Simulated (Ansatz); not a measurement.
# Be2Al (built on the sites of a database entry of Be2B): a soft mode frozen in, part 2 of 2

Wanted: the energy along a soft mode of Be2Al (built on the sites of a database entry of Be2B) and the structure at the end.

Ansatz 0.2.0; DFT PBEsol, scalar-relativistic, plane waves, PAW.

So far, highest frequency on the path or at a solved wavevector (cm⁻¹): step 2 (the dispersion) 486. Also lowest frequency on the path (cm⁻¹): step 2 -206.

The structure was built from a prototype and need not be the compound's stable phase.

## Step 5: Energy along the mode, all amplitudes (two of the runs are shown above)

An imaginary frequency means negative curvature, so the energy should fall and then rise again as anharmonic terms take over.

Numbers from this step:

* depth at the lowest point sampled: 24.85 meV/atom
* largest atomic shift at that point: 0.22 Å

Table of energy from the parent by largest atomic shift:

| largest atomic shift (Å) | energy from the parent (meV/atom) |
| --- | --- |
| 0.000 | 0 |
| 0.040 | -1.06 |
| 0.080 | -4.13 |
| 0.140 | -12.1 |
| 0.220 | -24.8 |
| 0.320 | -23.4 |
| 0.450 | 85.5 |

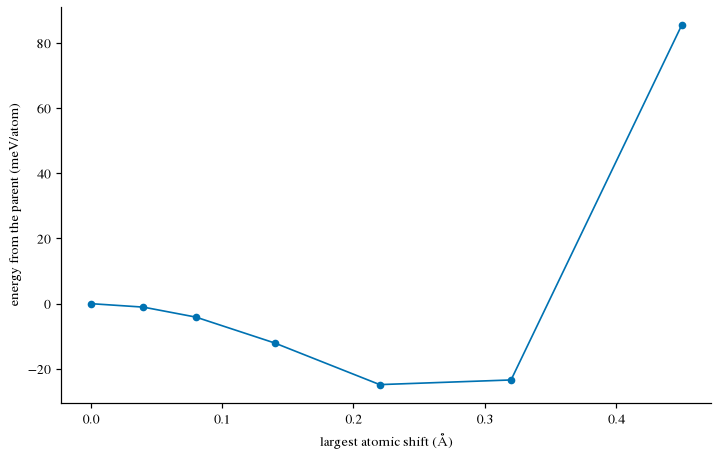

Energy from the parent against largest atomic shift.

Displacement at unit largest shift by atom:

| atom | x (Å) | y (Å) | z (Å) | size |
| --- | --- | --- | --- | --- |
| Be1 | 0.00 | 0.00 | -1.00 | 1.00 |
| Be2 | 0.00 | 0.00 | 1.00 | 1.00 |
| Be3 | -1.00 | 0.00 | 0.00 | 1.00 |
| Be4 | 1.00 | 0.00 | 0.00 | 1.00 |
| Be5 | 1.00 | 0.00 | 0.00 | 1.00 |
| Be6 | -1.00 | 0.00 | 0.00 | 1.00 |
| Be7 | 0.00 | 0.00 | 1.00 | 1.00 |
| Be8 | 0.00 | 0.00 | -1.00 | 1.00 |
| Al9 | 0.00 | -0.74 | 0.00 | 0.74 |
| Al10 | 0.00 | 0.74 | 0.00 | 0.74 |
| Al11 | 0.00 | -0.74 | 0.00 | 0.74 |
| Al12 | 0.00 | 0.74 | 0.00 | 0.74 |

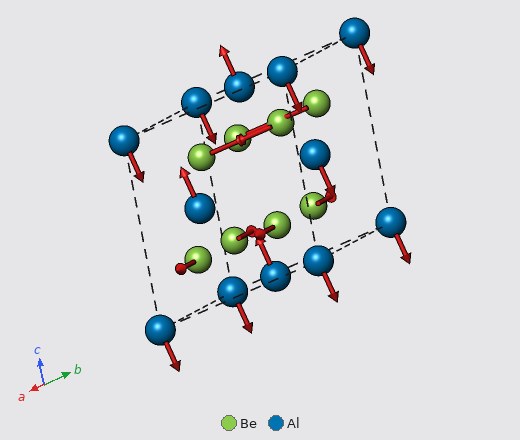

Displacement at unit largest shift as arrows, the longest 1 Å. Some periodic images of atoms are drawn too.

The lowest of the steps tried is at 0.22 Å, 24.8 meV/atom below the parent; the bottom of the well need not coincide with a step.

## Step 6: Relaxation from the frozen mode

Starting from the lowest point found, all atoms and the cell are let go, so that strain and other modes of the same symmetry can join in.

File input.yaml:

```yaml
crystal:
  lattice:
    - [0.0, 0.0, -5.45034208]
    - [5.45034208, 0.0, 0.0]
    - [2.72517104, -5.45034208, -2.72517104]
  atoms:
    - { symbol: Be, position: [0.6653644389, 0.625, 0.25] }
    - { symbol: Be, position: [0.0846355611, 0.125, 0.25] }
    - { symbol: Be, position: [0.375, 0.8346355611, 0.75] }
    - { symbol: Be, position: [0.875, 0.4153644389, 0.75] }
    - { symbol: Be, position: [0.375, 0.4153644389, 0.75] }
    - { symbol: Be, position: [0.875, 0.8346355611, 0.75] }
    - { symbol: Be, position: [0.0846355611, 0.625, 0.25] }
    - { symbol: Be, position: [0.6653644389, 0.125, 0.25] }
    - { symbol: Al, position: [0.7349572954, 0.2349572954, 0.5300854093] }
    - { symbol: Al, position: [0.2650427046, 0.7650427046, 0.4699145907] }
    - { symbol: Al, position: [0.4849572954, 0.4849572954, 0.0300854093] }
    - { symbol: Al, position: [0.0150427046, 0.0150427046, -0.0300854093] }
kpoints:
  mp_grid: { grid: [6, 6, 6] }
hamiltonian:
  xc: pbesol
scf:
  occupations: { method: methfessel_paxton, width: 0.15 }
output:
  forces: true
  stress: true
  eigenvalues: true
relax:
  adjacent_minimum: "off"
  f_tol: 0.002
  max_steps: 120
  cell: { stress_tol: 0.03 }
```

On the command line:

```
$ ansatz run input.yaml --threads 4 --pin off --max-ram 7168MiB --backend cpu --events-out ev --progress --plain --runs-dir out
```

Numbers of over 12 decimals in the logs are rounded to 6 here.

What it wrote:

```text
[...]
Crystal: 12 atoms, lattice volume = 161.909 Å³
Basis set: ecut = 420 eV, 3083 PW (Γ), exchange–correlation on 80×80×90 points (8 copies of the dense FFT grid, shifted against one another)
Bands: 26, of which v1, the nominal top of the filled ones, is band 14 counted from 1 (13 counted from 0)
Symmetry: 16 space group operations
[...]
k-points: 30 of 216
[...]
SCF iter   1: F=—  HF=-2814.132435 eV  |F-HF|=—  |Δ(HF+E_count)|=         —  Δρ=2.47e-3  dr2=1.73e-2  ethr=1.77e-3  ⟨swp⟩=9.0  Hψ=5601  notcnv=0  defer=4
[...]
SCF iter   6: F=-2814.127884 eV  HF=-2814.127884 eV  |F-HF|=1.84e-10  |Δ(HF+E_count)|=   1.09e-7  S|Δr|=    0.00e0  Δρ=2.68e-6  dr2=1.92e-8  ethr=3.57e-10  ⟨swp⟩=9.0  Hψ=3841  notcnv=0
SCF 1 converged in 6 iterations: F = -2814.127884 eV  dr2 = 1.92e-8
[...]
relax step   1: F+E_penalty+E_count = -2814.12788383 eV  Δ(F+E_penalty+E_count) = +0.000e0 eV  max|allowed force component| = 6.413e-1 eV/Å  Δτ_max = 0.0000 Å  P = -0.371 GPa  Ω = 161.909 Å³  (6 SCF iters, dr2 threshold 1.00e-7 eV, accepted)
Crystal: 12 atoms, lattice volume = 159.244 Å³
Basis set: ecut = 420 eV, 3097 PW (Γ), exchange–correlation on 80×80×90 points (8 copies of the dense FFT grid, shifted against one another)
[...]
iter 1 solved again at ethr=8.24e-5 eV; its pass at ethr=3.10e-3 eV (dr2=2.31e-2 eV) is discarded
[...]
SCF iter   5: F=-2814.519834 eV  HF=-2814.519834 eV  |F-HF|=1.14e-8  |Δ(HF+E_count)|=   4.03e-7  S|Δr|=    0.00e0  Δρ=6.92e-6  dr2=1.38e-7  ethr=4.29e-9  ⟨swp⟩=4.3  Hψ=2154  notcnv=0
SCF 2 converged in 5 iterations: F = -2814.519834 eV  dr2 = 1.38e-7
[...]
relax step   2: F+E_penalty+E_count = -2814.51983372 eV  Δ(F+E_penalty+E_count) = -3.919e-1 eV  max|allowed force component| = 4.910e-1 eV/Å  Δτ_max = 0.0975 Å  P = -0.245 GPa  Ω = 159.244 Å³  energy of the carried Pulay correction = +5.314e-4 eV  (5 SCF iters, dr2 threshold 1.20e-6 eV, accepted)
Crystal: 12 atoms, lattice volume = 154.820 Å³
Basis set: ecut = 420 eV, 3025 PW (Γ), exchange–correlation on 80×80×90 points (8 copies of the dense FFT grid, shifted against one another)
[...]
SCF iter   5: F=-2814.829533 eV  HF=-2814.829533 eV  |F-HF|=7.71e-10  |Δ(HF+E_count)|=   6.36e-7  S|Δr|=    0.00e0  Δρ=2.06e-5  dr2=9.93e-7  ethr=4.29e-9  ⟨swp⟩=7.1  Hψ=3807  notcnv=0
SCF 3 converged in 5 iterations: F = -2814.829533 eV  dr2 = 9.93e-7
[...]
relax step   3: F+E_penalty+E_count = -2814.82953302 eV  Δ(F+E_penalty+E_count) = -3.097e-1 eV  max|allowed force component| = 5.117e-1 eV/Å  Δτ_max = 0.1556 Å  P = +0.327 GPa  Ω = 154.820 Å³  energy of the carried Pulay correction = +1.433e-3 eV  (5 SCF iters, dr2 threshold 1.20e-6 eV, accepted)
[... from here on, the SCF cycles and remarks between the steps are left out ...]
relax step   4: F+E_penalty+E_count = -2814.96391162 eV  Δ(F+E_penalty+E_count) = -1.344e-1 eV  max|allowed force component| = 3.149e-1 eV/Å  Δτ_max = 0.1009 Å  P = +0.072 GPa  Ω = 152.205 Å³  energy of the carried Pulay correction = +1.978e-3 eV  (6 SCF iters, dr2 threshold 1.20e-6 eV, accepted)
relax step   5: F+E_penalty+E_count = -2814.72767828 eV  Δ(F+E_penalty+E_count) = +2.362e-1 eV  max|allowed force component| = 7.569e-1 eV/Å  Δτ_max = 0.1945 Å  P = -0.217 GPa  Ω = 151.645 Å³  energy of the carried Pulay correction = +2.096e-3 eV  (5 SCF iters, dr2 threshold 1.20e-6 eV, rejected (line search))
relax step   6: F+E_penalty+E_count = -2815.01306079 eV  Δ(F+E_penalty+E_count) = -4.915e-2 eV  max|allowed force component| = 3.567e-2 eV/Å  Δτ_max = 0.0423 Å  P = +0.008 GPa  Ω = 151.853 Å³  energy of the carried Pulay correction = +2.052e-3 eV  (8 SCF iters, accepted)
relax step   7: F+E_penalty+E_count = -2815.01355072 eV  Δ(F+E_penalty+E_count) = -4.899e-4 eV  max|allowed force component| = 1.501e-3 eV/Å  Δτ_max = 0.0094 Å  P = +0.010 GPa  Ω = 151.679 Å³  energy of the carried Pulay correction = +2.089e-3 eV  (4 SCF iters, dr2 threshold 7.95e-8 eV, accepted)
relax step   8: F+E_penalty+E_count = -2815.01354895 eV  Δ(F+E_penalty+E_count) = +1.774e-6 eV  max|allowed force component| = 1.745e-3 eV/Å  Δτ_max = 0.0012 Å  P = +0.001 GPa  Ω = 151.727 Å³  energy of the carried Pulay correction = +2.079e-3 eV  (4 SCF iters, dr2 threshold 3.29e-9 eV, accepted)
relax step   9: F+E_penalty+E_count = -2815.01491310 eV  Δ(F+E_penalty+E_count) = -1.364e-3 eV  max|allowed force component| = 1.910e-3 eV/Å  Δτ_max = 0.0000 Å  P = +0.010 GPa  Ω = 151.727 Å³  stress off target by 3.21e-2 GPa  SCF on the basis re-selected at this cell (its energy is not comparable with the rows above)  (5 SCF iters)
relax step  10: F+E_penalty+E_count = -2815.01492320 eV  Δ(F+E_penalty+E_count) = -1.010e-5 eV  max|allowed force component| = 1.635e-5 eV/Å  Δτ_max = 0.0006 Å  P = -0.004 GPa  Ω = 151.734 Å³  energy of the carried Pulay correction = -1.039e-6 eV  (4 SCF iters, dr2 threshold 2.58e-9 eV, accepted)
[...]
SCF iter   1: F=—  HF=-2815.014911 eV  |F-HF|=—  |Δ(HF+E_count)|=         —  Δρ=5.69e-7  dr2=4.43e-10  ethr=3.84e-7  ⟨swp⟩=2.5  Hψ=7183  notcnv=0
eigensolver tolerance schedule: the retry pair's looser diagonalisation over-reported the residual by 242745.31 of it (diagonalisation noise at an unbounded share of the residual, at the tolerance the schedule requests for it); recorded, not acted on — ethr = c·dr2/N_el stays at c = 1.0e-1
SCF iter   2: F=—  HF=-2815.014926 eV  |F-HF|=—  |Δ(HF+E_count)|=   1.55e-5  S|Δr|=    0.00e0  Δρ=3.11e-7  dr2=1.61e-10  ethr=1.58e-12  ⟨swp⟩=3.6  Hψ=1762  notcnv=0
[...]
SCF iter   4: F=-2815.014926 eV  HF=-2815.014926 eV  |F-HF|=1.36e-12  |Δ(HF+E_count)|=  5.00e-12  S|Δr|=    0.00e0  Δρ=4.28e-8  dr2=2.64e-12  ethr=1.00e-12  ⟨swp⟩=4.5  Hψ=3135  notcnv=0
SCF 11 converged in 4 iterations: F = -2815.014926 eV  dr2 = 2.64e-12
[...]
relax step  11: F+E_penalty+E_count = -2815.01492602 eV  Δ(F+E_penalty+E_count) = -2.822e-6 eV  max|allowed force component| = 1.590e-5 eV/Å  Δτ_max = 0.0000 Å  P = -0.004 GPa  Ω = 151.734 Å³  stress off target by 4.71e-3 GPa  SCF on the basis re-selected at this cell (its energy is not comparable with the rows above)  (4 SCF iters)
[...]
SCF converged after 4 iterations
[...]
Free energy (F): -2815.014926 eV
[...]
Internal energy: -2815.021619 eV  (E = F + TS)
E sigma→0 (E₀):  -2815.016599 eV
Entropy (-TS):   0.006693 eV (0.558 meV/atom)
Fermi energy:    6.026577 eV
[...]
--- Forces (eV/Å), atoms counted from 1 ---
  atom   1  Be    -0.00000000     0.00000000     0.00001590
  atom   2  Be     0.00000000     0.00000000    -0.00001590
  atom   3  Be     0.00001590     0.00000000    -0.00000000
  atom   4  Be    -0.00001590     0.00000000    -0.00000000
  atom   5  Be    -0.00001590    -0.00000000    -0.00000000
  atom   6  Be     0.00001590     0.00000000    -0.00000000
  atom   7  Be     0.00000000     0.00000000    -0.00001590
  atom   8  Be    -0.00000000    -0.00000000     0.00001590
  atom   9  Al     0.00000000     0.00000485     0.00000000
  atom  10  Al     0.00000000    -0.00000485     0.00000000
  atom  11  Al     0.00000000     0.00000485     0.00000000
  atom  12  Al     0.00000000    -0.00000485     0.00000000
  max |Σ_I F_I| component: 1.99e-17 eV/Å
--- Stress (GPa, compression-positive) ---
       -0.004709       0.000000       0.000000
        0.000000      -0.002877       0.000000
        0.000000       0.000000      -0.004709
  P = ⅓ Tr σ = -0.0041 GPa (-0.041 kbar)
--- Band table (eV; the first three rows and the last of 30) ---
  k-point 0: bands = [... 10 lower, 2.6076, 3.1261, 3.1261, 4.9007, 6.2302, 7.5409, 8.0491, 8.0491, ... 8 higher]
  k-point 1: bands = [... 10 lower, 3.2894, 3.2894, 3.8588, 5.0044, 6.5062, 7.1235, 7.1235, 7.1799, ... 8 higher]
  k-point 2: bands = [... 10 lower, 4.0285, 4.1016, 5.3133, 5.5025, 5.8910, 5.8910, 6.4801, 7.4633, ... 8 higher]
  k-point 29: bands = [... 10 lower, 5.2540, 5.2540, 6.2670, 6.2670, 6.7450, 6.7450, 7.5376, 7.5376, ... 8 higher]
--- Relaxed structure (9 steps of the walk, 8 accepted, 2 SCFs on fresh bases) ---
  F+E_penalty+E_count = -2815.01492602 eV   max|allowed force component| = 1.590e-5 eV/Å   (the final SCF, on the basis selected at the relaxed cell)
  cell:  # Å, volume = 151.7338 Å³
    - [0.0, 0.0, -5.680128]
    - [5.680128, 0.0, 0.0]
    - [2.840064, -4.702903, -2.840064]
  atoms:
    - { symbol: Be, position: [0.689429, 0.625, 0.25] }
    - { symbol: Be, position: [0.060571, 0.125, 0.25] }
    - { symbol: Be, position: [0.375, 0.810571, 0.750000] }
    - { symbol: Be, position: [0.875000, 0.439429, 0.750000] }
    - { symbol: Be, position: [0.375, 0.439429, 0.750000] }
    - { symbol: Be, position: [0.875000, 0.810571, 0.750000] }
    - { symbol: Be, position: [0.060571, 0.625, 0.25] }
    - { symbol: Be, position: [0.689429, 0.125, 0.25] }
    - { symbol: Al, position: [0.697797, 0.197797, 0.604406] }
    - { symbol: Al, position: [0.302203, 0.802203, 0.395594] }
    - { symbol: Al, position: [0.447797, 0.447797, 0.104406] }
    - { symbol: Al, position: [0.052203, 0.052203, -0.104406] }
```

Run time: 25 s. Hardware: 4 threads of Arm Neoverse V1, shared host; peak memory 0.54 GiB; 96 s of CPU time.

Relaxation path:

| step | energy less that of the first step (eV) | largest force component (eV/Å) | pressure (GPa) | volume (Å³) |
| --- | --- | --- | --- | --- |
| 1 | 0.0000 | 0.6413 | -0.37 | 161.91 |
| 2 | -0.3920 | 0.4910 | -0.25 | 159.24 |
| 3 | -0.7016 | 0.5117 | 0.33 | 154.82 |
| 4 | -0.8360 | 0.3149 | 0.07 | 152.21 |
| 5 | -0.5998 | 0.7569 | -0.22 | 151.65 |
| 6 | -0.8852 | 0.0357 | 0.01 | 151.85 |
| 7 | -0.8857 | 0.0015 | 0.01 | 151.68 |
| 8 | -0.8857 | 0.0017 | 0.00 | 151.73 |
| 9* | -0.8870 | 0.0019 | 0.01 | 151.73 |
| 10 | -0.8870 | 0.0000 | 0.00 | 151.73 |
| 11* | -0.8870 | 0.0000 | 0.00 | 151.73 |

Relaxation steps marked * repeat the geometry before them on a plane-wave basis chosen anew for their cell, so energy and pressure can jump there. Relaxation step 5 was tried and not accepted.

The run keeps the 16 symmetry operations that it works with, so distortions that break them were not tested.

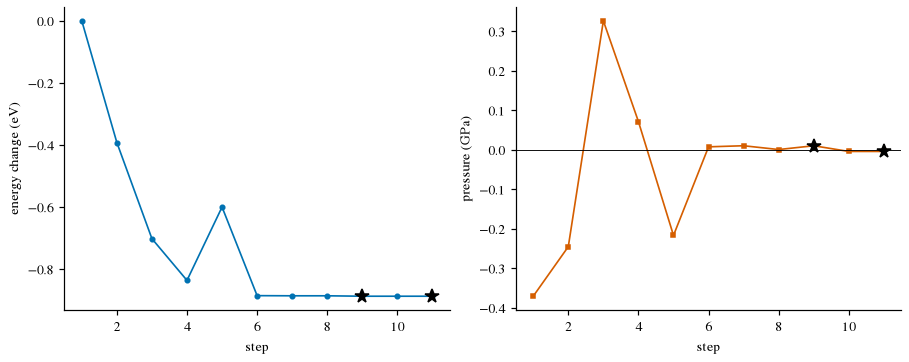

Energy and pressure along the relaxation. Stars mark steps on a basis chosen anew.

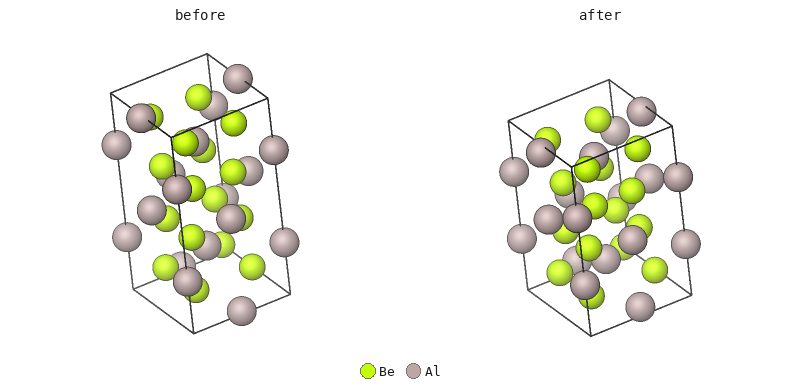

The structure before and after the relaxation, drawn at the same scale.

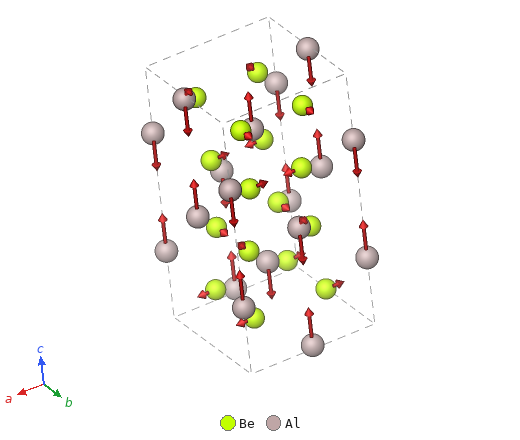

Displacements in the relaxation, exaggerated, measured against the changing cell; the longest in the cell stands for 0.35 Å. Some periodic images of atoms are drawn too.

| cell as run | before | after | change |
| --- | --- | --- | --- |
| a (Å) | 5.450 | 5.680 | +4.2 % |
| b (Å) | 5.450 | 5.680 | +4.2 % |
| c (Å) | 6.675 | 6.185 | -7.4 % |
| α (°) | 65.91 | 62.66 | -4.9 % |
| β (°) | 65.91 | 62.66 | -4.9 % |
| volume (Å³/atom) | 13.49 | 12.64 | -6.3 % |

The atoms that moved most (Å, as changes of fractional coordinates times the final cell):

| atom | dx | dy | dz | length |
| --- | --- | --- | --- | --- |
| Al12 | 0.000 | 0.350 | 0.000 | 0.350 |
| Al9 | 0.000 | -0.350 | 0.000 | 0.350 |
| Al10 | 0.000 | 0.350 | 0.000 | 0.350 |
| Al11 | 0.000 | -0.350 | 0.000 | 0.350 |
| Be4 | 0.137 | 0.000 | 0.000 | 0.137 |
| Be5 | 0.137 | 0.000 | 0.000 | 0.137 |
| Be1 | 0.000 | 0.000 | -0.137 | 0.137 |
| Be8 | 0.000 | 0.000 | -0.137 | 0.137 |

The relaxed structure:

```xyz
12
Lattice="0.0000 0.0000 -5.6801 5.6801 0.0000 0.0000 2.8401 -4.7029 -2.8401" Properties=species:S:1:pos:R:3 pbc="T T T"
Be    4.2601   -1.1757   -4.6261
Be    1.4200   -1.1757   -1.0541
Be    6.7342   -3.5272   -4.2601
Be    4.6261   -3.5272   -7.1002
Be    4.6261   -3.5272   -4.2601
Be    6.7342   -3.5272   -7.1002
Be    4.2601   -1.1757   -1.0541
Be    1.4200   -1.1757   -4.6261
Al    2.8401   -2.8425   -5.6801
Al    5.6801   -1.8604   -2.8401
Al    2.8401   -0.4910   -2.8401
Al    0.0000    0.4910    0.0000
```

Numbers from this step:

| Quantity | Value |
| --- | --- |
| pressure | -0.004098 GPa |
| volume per atom | 12.64 Å³ |

The distorted start has space group I4_1/amd; the relaxation ends in I4_1/amd.

## Step 7: Summary of results

* unstable mode of the parent: q = (0.25, -0.5, -0.25), 206i cm⁻¹
* depth at the lowest point sampled: 24.8 meV/atom
* largest atomic shift at that point: 0.22 Å
* space group reached (within 0.01 Å): I4_1/amd
* energy gained over the parent (first relaxation, on the mesh of the frozen mode): 99.1 meV/atom
* volume per atom, phase reached: 12.6 Å³

**Reading.** Along this mode the structure falls into I4_1/amd, 99.1 meV/atom below the parent. At the parent's cell the well is 24.85 meV/atom deep on the steps tried, with its lowest point at a shift of 0.22 Å. Relaxing atoms and cell changes the gain by +74.21 meV/atom against the lowest step (energies at zero smearing). Most of the total comes from this relaxation. The modes of the phase reached were not computed on this path. Of the 4 patterns followed to their end from this parent, this one ends 260 meV/atom above the lowest, P6/mmm. Each path keeps the symmetry of its pattern, so a lower phase may lie along a pattern not tried. With no gap, or one that is small against the smearing, the frequencies hang on the k mesh and the smearing, most of all near Kohn anomalies. The phonon runs are without spin polarisation, although the cell has an odd electron count. A phonon run warned that its eigensolver left some bands unconverged in a pass. The starting cell was built on a prototype and not taken from a measurement, so the phase need not exist.

[Logs are printed without paths, hosts, clocks, repeated set-up lines and the standing remarks that a program may print on its own settings, such as how far it seeks lower states.]

[Hosts, paths, dates, database ids (printed as entryN), source tags and the programs' standing remarks are cut or masked in the printed files.]
